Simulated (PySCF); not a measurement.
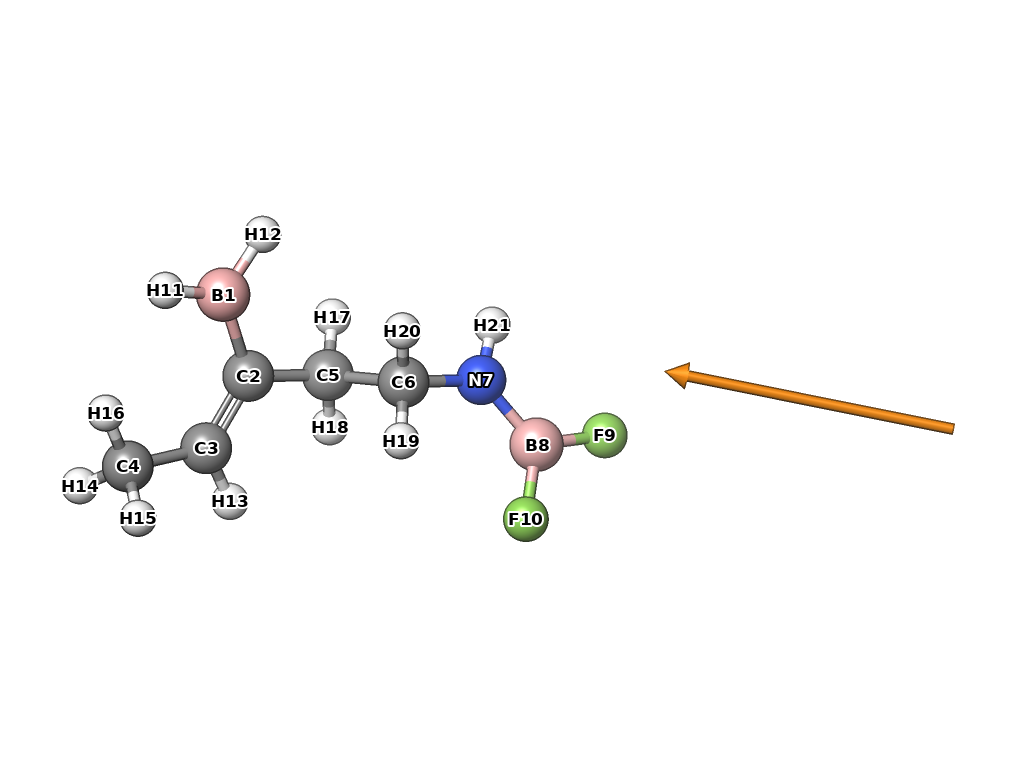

The arrow beside the molecule shows the direction of the dipole moment, from the negative to the positive end (its length means nothing). The computed structure is the end point of a GFN2-xTB optimisation. No frequency run is at hand to confirm it as a minimum. Level of theory: PBE0/pcSseg-1, gas phase (PySCF 2.14.0).

### Estimate the dipole moment.

2.71 D; it points from the side of F9 to the side of H14, H16 (the outermost atoms at the two ends).

The geometry is semi-empirical. Around B such bond lengths and angles can be off by a tenth of an ångström or more and by several degrees, and values that hang on the shape move with them.
